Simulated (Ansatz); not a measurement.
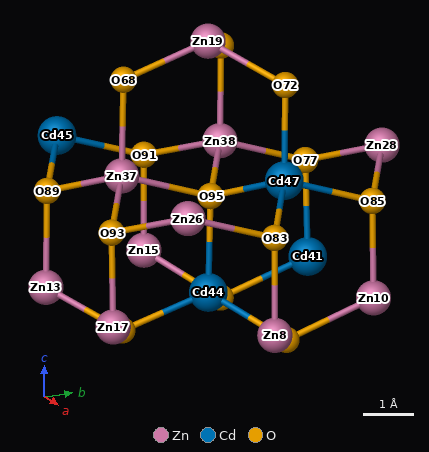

Starting structure of a crystal of Zn39Cd9O48 (a generated structure). The picture is a ball-and-stick view of the atoms within 4.2 Å of the atom that moves most (axes of the cell of the calculation (origin shifted)), seen slightly off an axis.

All numbers below come from Ansatz 0.2.0, DFT, PBEsol, PAW, plane waves.

(plane-wave cutoff 420 eV; k-point mesh 1 × 1 × 1; mesh shifted by (0.25, 0.25, 0.25); no spin polarisation; cell relaxed at fixed alpha, beta, gamma; force threshold 0.03 eV/Å; at most 80 steps)

```
Zn Cd O
1.0
     9.91386    0.00000    0.00000
     0.00000   11.44754    0.00000
     0.00000    0.00000   10.59842
Zn Cd O
39 9 48
Cartesian
  1.6576 0.9718 2.6374
  9.8872 3.8025 2.6100
  0.0241 3.8121 7.9538
  4.9529 0.9533 7.9332
  3.3033 3.7973 7.9276
  1.6308 6.6941 2.6270
  1.6561 6.6999 7.9844
  0.0033 9.5480 2.5966
  0.0093 9.5611 7.9392
  8.2761 0.9828 2.6361
  6.6085 3.8346 2.6286
  6.5647 3.7807 7.9195
  4.9415 6.6782 2.6417
  4.9632 6.6683 7.9371
  3.2781 9.5548 2.6681
  3.2633 9.5432 7.9370
  8.2993 6.6988 2.6746
  8.2575 6.6377 7.9309
  6.6208 9.5118 7.9113
  0.0078 1.8874 5.3222
  0.0080 1.8994 0.0103
  3.2802 1.8181 5.2702
  3.2790 1.9211 10.5636
  1.6483 4.7685 5.2954
  1.6739 4.7683 10.5862
  0.0283 7.6279 5.2635
  0.0330 7.6421 0.0207
  6.6205 1.8884 5.3054
  6.5835 1.9167 10.5795
  4.9962 4.7629 5.3155
  4.9499 4.7519 10.5757
  3.3135 7.5993 10.5867
  1.6402 10.4926 5.2944
  1.6278 10.4906 10.5864
  8.2481 4.7671 5.2717
  8.2614 4.7620 0.0364
  6.5771 7.6335 5.2890
  4.9720 10.4925 5.2927
  4.9814 10.4851 0.0134
  1.6561 0.9533 7.8806
  4.9654 0.9757 2.6494
  3.3188 3.7903 2.6061
  8.2982 0.9550 7.9426
  6.6118 9.5223 2.6462
  3.3098 7.6313 5.2927
  6.6380 7.6438 10.5597
  8.2408 10.4837 5.2996
  8.2765 10.4954 10.5555
  0.0357 1.9216 2.0311
  0.0237 1.9052 7.3172
  3.3051 1.8879 1.9960
  3.2954 1.8995 7.3245
  1.6694 4.7413 1.9793
  1.6449 4.7594 7.2840
  9.8884 7.6349 2.0138
  0.0095 7.6457 7.3064
  6.6318 1.8666 2.0353
  6.6119 1.9093 7.2946
  4.9526 4.7869 1.9933
  4.9635 4.7387 7.3131
  3.2893 7.6231 1.9928
  3.3383 7.6467 7.3488
  1.6195 10.4851 2.0017
  1.6645 10.5034 7.2995
  8.2649 4.7610 1.9891
  8.2387 4.7860 7.2849
  6.5987 7.6383 2.0589
  6.6417 7.6440 7.3189
  4.9740 10.5043 2.0064
  4.9540 10.5221 7.2769
  8.3034 10.5036 1.9801
  8.2483 10.5036 7.3011
  1.6612 0.9123 4.6296
  1.6974 0.9802 9.9503
  0.0143 3.7996 4.6711
  9.9072 3.7993 9.9719
  4.9189 0.9398 4.6605
  4.9397 0.9565 9.9393
  3.2854 3.8193 4.6726
  3.3010 3.7934 9.9752
  1.6576 6.6434 4.6488
  1.6771 6.6670 9.9729
  0.0200 9.5366 4.6439
  0.0462 9.5483 9.9771
  8.2961 0.9479 4.6749
  8.2533 0.9903 9.9495
  6.6333 3.7648 4.6619
  6.5893 3.7585 9.9462
  4.9713 6.6921 4.6666
  4.9426 6.6891 9.9603
  3.3148 9.5384 4.6775
  3.2908 9.5345 9.9522
  8.2653 6.6779 4.6423
  8.2588 6.6447 9.9621
  6.6167 9.5680 4.6598
  6.5922 9.5697 9.9325
```

### What does the optimiser find from here?

After 4 accepted moves (5 points after the start) the energy has fallen by 80.8 meV per atom. The largest force component goes from 3.3 to 0.0044 eV/Å. The pressure goes from 2.53 to −0.02 GPa. The SCF was repeated once at an unchanged geometry on a basis and grid sized afresh for the cell, which shifted the energy by 0.1 meV per atom at most. The largest move relative to the cell is that of O95, 0.32 Å roughly along [−2 −1 2]. Largest moves by element: O 0.32 Å, Zn 0.18 Å, Cd 0.11 Å. The drawn cell changes as follows: a 9.914 → 9.888 Å (−0.3 %), b 11.448 → 11.432 Å (−0.1 %), c 10.598 → 10.600 Å (0.0 %); the volume changes by −0.4 %. Among the contacts that change: Cd47–O95 1.971 → 2.180 Å, Cd47–O72 2.002 → 2.206 Å, Cd44–O95 2.014 → 2.187 Å, Cd44–O67 1.973 → 2.146 Å. Among the angles between lasting bonds that change: Zn37–O95–Zn38 109.1° → 123.4°, Cd44–O95–Cd47 109.7° → 95.8°, O72–Cd47–O95 109.4° → 97.0°. The space group stays P1 (No. 1). Cost: 14 s on 1 × NVIDIA H100 80GB HBM3 with 4 threads of AMD EPYC 7R13 Processor, peak memory 1.4 GiB.

After the run, drawn alike:

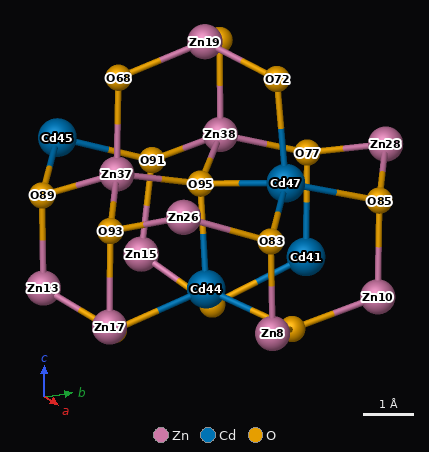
